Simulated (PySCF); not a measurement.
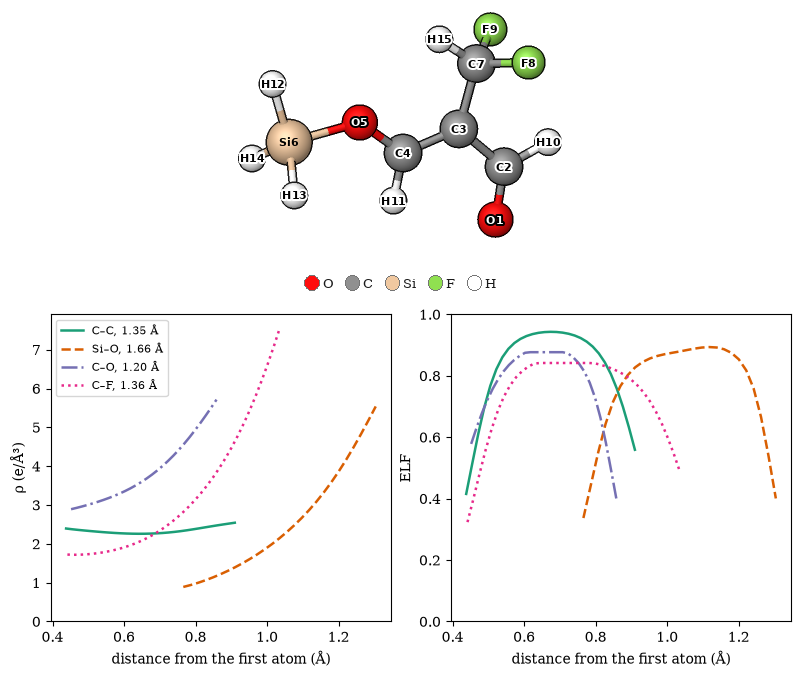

Figure 1: C$_{4}$H$_{6}$F$_{2}$O$_{2}$Si (SMILES O=C/C(=C/O[SiH3])C(F)F). Electron density and ELF along straight lines between neighbouring atoms. The curves leave out the atomic cores. The structure is drawn too.

Geometry: GFN2-xTB.

Method: CAM-B3LYP/def2-SVPD, SCF density, gas phase (PySCF).

| atom | x (Å) | y (Å) | z (Å) |
| --- | --- | --- | --- |
| O | -1.9736 | -2.2743 | -0.5108 |
| C | -2.1316 | -1.0940 | -0.3270 |
| C | -1.0513 | -0.1372 | -0.0773 |
| C | 0.2276 | -0.5605 | -0.0426 |
| O | 1.2562 | 0.2279 | 0.1748 |
| Si | 2.8832 | -0.0653 | 0.2613 |
| C | -1.4104 | 1.3043 | 0.1345 |
| F | -2.0772 | 1.8079 | -0.9370 |
| F | -2.2531 | 1.4511 | 1.1902 |
| H | -3.1351 | -0.6361 | -0.3342 |
| H | 0.4146 | -1.6183 | -0.2038 |
| H | 3.3173 | 1.2952 | 0.5236 |
| H | 3.3272 | -0.6186 | -1.0152 |
| H | 3.1307 | -1.0111 | 1.3461 |
| H | -0.5288 | 1.9371 | 0.3136 |

Compare the contacts.

Answer. C–C (1.35 Å): ρ is about 2.3 e/Å³ halfway; the ELF peaks at about 0.95 between the atoms: a covalent bond.
Si–O (1.66 Å): ρ at the midpoint is about 1.1 e/Å³; the ELF peaks at about 0.90 between the atoms (a shared but strongly polarised pair).
C–O (1.20 Å): the density is about 3.4 e/Å³ at the midpoint; the ELF peaks at about 0.90 between the atoms; a short, multiple covalent bond.
C–F (1.36 Å): the density is about 2.2 e/Å³ at the midpoint, with its minimum of 1.7 e/Å³ about 0.5 Å from C; the ELF peaks at about 0.85 between the atoms; a shared but strongly polarised pair.
